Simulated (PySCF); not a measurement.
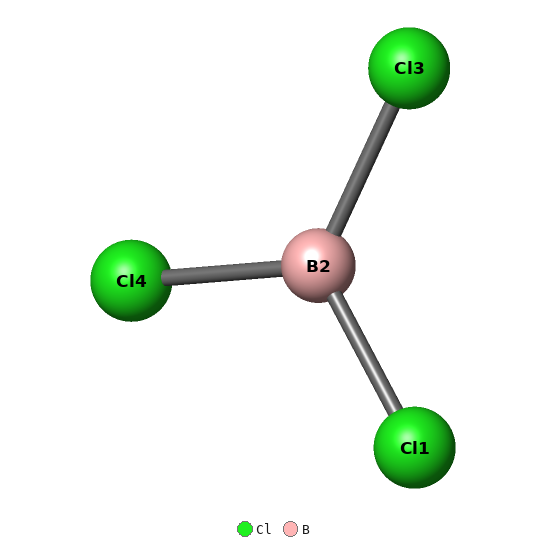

The geometry was computed by an optimisation with PBE0-D3(BJ)/def2-TZVP. No frequency run is at hand to confirm it as a minimum. Method: GIAO ωB97X-D/pcSseg-2 NMR shielding, non-relativistic, gas phase (PySCF 2.14.0), and the same with a continuum solvent (IEF-PCM, Bondi radii x 1.2, gas-phase geometry).

How do dipole (D), HOMO–LUMO gap (eV), σ(Cl1) (ppm), σ(B2) (ppm) change in chloroform (ε = 4.7)?

| medium | dipole (D) | HOMO–LUMO gap (eV) | σ(Cl1) (ppm) | σ(B2) (ppm) |
| --- | --- | --- | --- | --- |
| gas phase | 0.00 | 11.12 | 667.9 | 47.1 |
| chloroform | 0.00 | 11.17 | 671.0 | 47.2 |
